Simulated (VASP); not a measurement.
Band structure of Sn (beta). Calculation: PBEsol GGA, VASP's PBE PAW potentials (set 64) (plane waves; VASP).

Unless said otherwise, spin-orbit coupling is left out, though it shifts the bands of the heavy elements here.

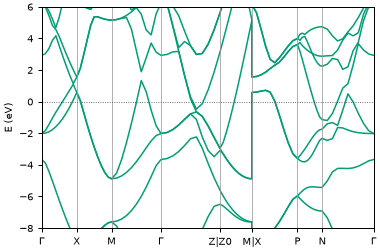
Figure. Bands along high-symmetry lines, zero at the valence-band maximum or, without a gap, the Fermi level

Q: Read the plot: is there a gap, and where are the band edges?

A: It has no gap at this level: it comes out as a metal or semimetal. (Edges off the drawn lines would not show.)

The compound is Sn in the beta structure. It was relaxed first.
